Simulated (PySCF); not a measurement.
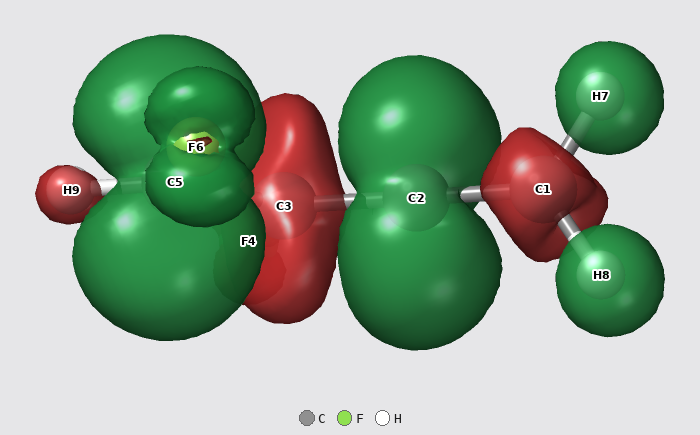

*C$_{4}$H$_{3}$F$_{2}$ (SMILES C=[C]/C(F)=C\F) (doublet). Isosurfaces of the spin density (α minus β) at +0.015 (green) and −0.015 e/Å³ (red), seen from one side.*

Geometry: GFN2-xTB.

Method: PySCF 2.14.0, density-fitted response routines, UKS B3LYP, pcH-1 on C F H, non-relativistic, mean-field spin-orbit, GIAO.

```xyz
9

C    -1.7205    0.4756   -0.6707
C    -0.6035   -0.0535   -0.3148
C     0.5640   -0.6048    0.0637
F     0.8472   -1.8600   -0.3772
C     1.5380   -0.0429    0.8628
F     1.3806    1.1905    1.3601
H    -2.6258    0.3635   -0.0874
H    -1.8223    1.0676   -1.5715
H     2.4559   -0.5301    1.1370
```

### Where is the unpaired spin?

The unpaired spin (1 electron) lies mostly on C5 (about 0.4), C2 (about 0.4) and F6 (about 0.1), in electrons by Hirshfeld's partition.
